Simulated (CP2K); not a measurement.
# SiNH5 (SMILES [SiH3]N) at PBE/TZV2P-MOLOPT-PBE-GTH (core potential)

Aim: the energy change on altering one bond length of SiNH5 at PBE/TZV2P-MOLOPT-PBE-GTH (core potential), from 2 runs. 

The results are computed with CP2K 2026.2.

## (1) The system as given

The species is SiNH5 (7 atoms), meant as a singlet with charge 0. SMILES: `[SiH3]N`. The coordinates come from a PBE0-D4/def2-TZVP relaxation.

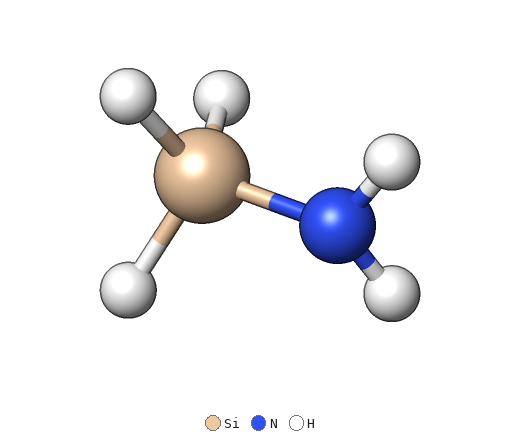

Viewed from a chosen angle; silicon light orange, nitrogen blue, hydrogen white.

## (2) The energy at PBE/TZV2P-MOLOPT-PBE-GTH (core potential)

File molecule.xyz:

```xyz
7

Si    -0.413010    -0.292700    -0.422350
N      0.611760     0.348670     0.801280
H     -0.018320    -1.706330    -0.653330
H     -1.813170    -0.217090     0.068940
H     -0.367930     0.402730    -1.743970
H      0.391580     1.238230     1.219480
H      1.609100     0.226510     0.729930
```

File calc.inp:

```
&GLOBAL
 PROJECT_NAME calc
 RUN_TYPE ENERGY
 PRINT_LEVEL MEDIUM
&END GLOBAL

&FORCE_EVAL
 METHOD QS
 &DFT
  BASIS_SET_FILE_NAME BASIS_MOLOPT_UZH
  POTENTIAL_FILE_NAME POTENTIAL_UZH
  CHARGE 0
  MULTIPLICITY 1
  &QS
   METHOD GPW
   EPS_DEFAULT 1.0E-10
  &END QS
  &MGRID
   CUTOFF 400
   REL_CUTOFF 50
   NGRIDS 4
  &END MGRID
  &POISSON
   PERIODIC NONE
   POISSON_SOLVER MULTIPOLE
  &END POISSON
  &SCF
   SCF_GUESS ATOMIC
   EPS_SCF 1.0E-06
   MAX_SCF 50
   &OT ON
    MINIMIZER DIIS
    PRECONDITIONER FULL_ALL
   &END OT
   &OUTER_SCF
    EPS_SCF 1.0E-06
    MAX_SCF 8
   &END OUTER_SCF
  &END SCF
  &XC
   &XC_FUNCTIONAL PBE
   &END XC_FUNCTIONAL
  &END XC
  &PRINT
   &MOMENTS
    PERIODIC F
    REFERENCE COM
    MAX_MOMENT 1
   &END MOMENTS
   &MO_CUBES
    NLUMO 1
    NHOMO -1
    WRITE_CUBE F
   &END MO_CUBES
   &HIRSHFELD OFF
   &END HIRSHFELD
  &END PRINT
 &END DFT
 &SUBSYS
  &CELL
   ABC [angstrom] 10.4 9.9 10
   PERIODIC NONE
  &END CELL
  &TOPOLOGY
   COORD_FILE_NAME molecule.xyz
   COORD_FILE_FORMAT XYZ
   &CENTER_COORDINATES
   &END CENTER_COORDINATES
  &END TOPOLOGY
  &KIND Si
   BASIS_SET TZV2P-MOLOPT-PBE-GTH-q4
   POTENTIAL GTH-PBE-q4
  &END KIND
  &KIND N
   BASIS_SET TZV2P-MOLOPT-PBE-GTH-q5
   POTENTIAL GTH-PBE-q5
  &END KIND
  &KIND H
   BASIS_SET TZV2P-MOLOPT-PBE-GTH-q1
   POTENTIAL GTH-PBE-q1
  &END KIND
 &END SUBSYS
&END FORCE_EVAL
```

Command:

```sh
OMP_NUM_THREADS=1 cp2k.psmp -i calc.inp > calc.out 2>&1
```

What it wrote:

```text
CP2K| version string:                                       CP2K version 2026.2
[...]
 GLOBAL| Method name                                                        CP2K
[...]
 GLOBAL| Run type                                                         ENERGY
[...]
 DFT| Spin restricted Kohn-Sham (RKS) calculation                            RKS
 DFT| Multiplicity                                                             1
[...]
 DFT| Charge                                                                   0
[...]
 FUNCTIONAL| PBE:
 QS| Method:                                                                 GPW
[...]
 QS| Density cutoff [a.u.]:                                                200.0
[...]
 QS| Relative density cutoff [a.u.]:                                        25.0
[...]
                             - Atoms:                                          7
[...]
                             - Spherical basis functions:                    128
[...]
 Number of electrons:                                                         14
[...]
     1 OT DIIS     0.15E+00    2.0     0.14978842       -14.0982324047 -1.41E+01
[...]
    43 OT DIIS     0.15E+00    2.3     0.00000092       -16.8469719433 -7.39E-10
  *** SCF run converged in    43 steps ***
[...]
  Overlap energy of the core charge distribution:               0.00000025619018
  Self energy of the core charge distribution:                -42.13742426610188
  Core Hamiltonian energy:                                     12.09665229422812
  Hartree energy:                                              18.73852508482204
  Exchange-correlation energy:                                 -5.54472531248585
  Total energy:                                               -16.84697194334738
[...]
                     Mulliken Population Analysis
 #  Atom  Element  Kind  Atomic population                           Net charge
       1     Si       1          3.527404                              0.472596
       2     N        2          5.280345                             -0.280345
       3     H        3          1.095975                             -0.095975
       4     H        3          1.096164                             -0.096164
       5     H        3          1.108911                             -0.108911
       6     H        3          0.945587                              0.054413
       7     H        3          0.945615                              0.054385
 # Total charge                             14.000000                  0.000000
[...]
  Dipole moment [Debye]
    X=  0.8687912E+00 Y=  0.8944165E+00 Z=  0.3001153E+00  Total=      1.2825164
[...]
 WARNING : did not converge in ot_eigensolver
 number of iterations          299  exceeded maximum
 current gradient / target gradient   5.8910193642050240E-005  /    1.0000000000000001E-005
[...]
 HOMO - LUMO gap [eV] :    5.485023
 ENERGY| Total FORCE_EVAL ( QS ) energy [hartree]            -16.846971943347384
[...]
```

Run time: 1.7 min. Hardware: 1 thread of Intel Xeon at 2.70GHz, shared host; peak memory 0.83 GiB.

## (3) The distorted shape

File molecule.xyz:

```xyz
7

Si    -0.236860    -1.004374    -0.756922
N      0.787910    -0.363004     0.466708
H      0.157830    -2.418004    -0.987902
H     -1.637020    -0.928764    -0.265632
H     -0.191780    -0.308944    -2.078542
H      0.391580     1.238230     1.219480
H      1.785250    -0.485164     0.395358
```

File molecule.inp:

```
&GLOBAL
  PROJECT_NAME molecule
  RUN_TYPE ENERGY
  PRINT_LEVEL MEDIUM
&END GLOBAL

&FORCE_EVAL
  METHOD QS
  &DFT
    BASIS_SET_FILE_NAME BASIS_MOLOPT_UZH
    POTENTIAL_FILE_NAME POTENTIAL_UZH
    CHARGE 0
    MULTIPLICITY 1
    &QS
      METHOD GPW
      EPS_DEFAULT 1.0E-10
    &END QS
    &MGRID
      CUTOFF 400
      REL_CUTOFF 50
      NGRIDS 4
    &END MGRID
    # cluster boundary conditions
    &POISSON
      PERIODIC NONE
      POISSON_SOLVER MULTIPOLE
    &END POISSON
    # SCF settings
    &SCF
      SCF_GUESS ATOMIC
      EPS_SCF 1.0E-06
      MAX_SCF 30
      &OT ON
        MINIMIZER DIIS
        PRECONDITIONER FULL_ALL
      &END OT
      &OUTER_SCF
        EPS_SCF 1.0E-06
        MAX_SCF 10
      &END OUTER_SCF
    &END SCF
    &XC
      &XC_FUNCTIONAL PBE
      &END XC_FUNCTIONAL
    &END XC
    &PRINT
      &MOMENTS
        PERIODIC F
        REFERENCE COM
        MAX_MOMENT 1
      &END MOMENTS
      &MO_CUBES
        NLUMO 5
        NHOMO -1
        WRITE_CUBE F
      &END MO_CUBES
      &HIRSHFELD OFF
      &END HIRSHFELD
    &END PRINT
  &END DFT
  # atoms, cell and kinds
  &SUBSYS
    &CELL
      ABC [angstrom] 10.4 10.7 10.3
      PERIODIC NONE
    &END CELL
    &TOPOLOGY
      COORD_FILE_NAME molecule.xyz
      COORD_FILE_FORMAT XYZ
      &CENTER_COORDINATES
      &END CENTER_COORDINATES
    &END TOPOLOGY
    &KIND Si
      BASIS_SET TZV2P-MOLOPT-PBE-GTH-q4
      POTENTIAL GTH-PBE-q4
    &END KIND
    &KIND N
      BASIS_SET TZV2P-MOLOPT-PBE-GTH-q5
      POTENTIAL GTH-PBE-q5
    &END KIND
    &KIND H
      BASIS_SET TZV2P-MOLOPT-PBE-GTH-q1
      POTENTIAL GTH-PBE-q1
    &END KIND
  &END SUBSYS
&END FORCE_EVAL
```

Command:

```sh
OMP_NUM_THREADS=1 cp2k.psmp -i molecule.inp -o molecule.out
```

What it wrote, cut to the lines that bear on the results:

```text
CP2K| version string:                                       CP2K version 2026.2
[...]
 GLOBAL| Method name                                                        CP2K
[...]
 GLOBAL| Run type                                                         ENERGY
[...]
 DFT| Spin restricted Kohn-Sham (RKS) calculation                            RKS
 DFT| Multiplicity                                                             1
[...]
 DFT| Charge                                                                   0
[...]
 FUNCTIONAL| PBE:
 QS| Method:                                                                 GPW
[...]
 QS| Density cutoff [a.u.]:                                                200.0
[...]
 QS| Relative density cutoff [a.u.]:                                        25.0
[...]
                             - Atoms:                                          7
[...]
                             - Spherical basis functions:                    128
[...]
 Number of electrons:                                                         14
[...]
     1 OT DIIS     0.15E+00    3.2     0.16343491       -15.3854053325 -1.54E+01
[...]
     4 OT DIIS     0.15E+00    2.8     0.00000027       -16.7131018818 -1.83E-10
  *** SCF run converged in     4 steps ***
[...]
  Overlap energy of the core charge distribution:               0.00000014254609
  Self energy of the core charge distribution:                -42.13742426610188
  Core Hamiltonian energy:                                     11.67387889717738
  Hartree energy:                                              19.11194380243249
  Exchange-correlation energy:                                 -5.36150045784412
  Total energy:                                               -16.71310188179004
[...]
                     Mulliken Population Analysis
 #  Atom  Element  Kind  Atomic population                           Net charge
       1     Si       1          3.531978                              0.468022
       2     N        2          5.391553                             -0.391553
       3     H        3          1.089012                             -0.089012
       4     H        3          1.093800                             -0.093800
[...]
  Dipole moment [Debye]
    X=  0.7334443E+00 Y=  0.7745865E+00 Z=  0.2045488E+00  Total=      1.0861698
[...]
 HOMO - LUMO gap [eV] :    1.776777
 ENERGY| Total FORCE_EVAL ( QS ) energy [hartree]            -16.713101881790042
[...]
```

It took 1.7 min on 1 thread of Intel Xeon at 2.70GHz, shared host; peak memory 0.9 GiB.

## (4) What came out

At PBE/TZV2P-MOLOPT-PBE-GTH (core potential):

```
                                                         quantity         value
                                        first shape: total energy  -16.84697 Eh
                                       first shape: dipole moment        1.28 D
                                         first shape: HOMO energy      -6.02 eV
                                         first shape: LUMO energy      -0.54 eV
                                       first shape: HOMO–LUMO gap       5.49 eV
                                    distorted shape: total energy  -16.71310 Eh
                                   distorted shape: dipole moment        1.09 D
                                     distorted shape: HOMO energy      -5.89 eV
                                     distorted shape: LUMO energy      -4.12 eV
                                   distorted shape: HOMO–LUMO gap       1.78 eV
energy change with the N2–H6 bond stretched from 1.007 to 1.813 Å      3.643 eV
```

One bond (distorted shape) is far stretched, which a spin-restricted single reference describes badly; a broken-symmetry solution may lie lower. With the N2–H6 bond stretched from 1.007 to 1.813 Å the energy rises by 3.64 eV (351 kJ/mol). The first shape isn't relaxed at this level, so the change isn't measured from a minimum. A restricted reference can't describe the breaking bond well at this length.
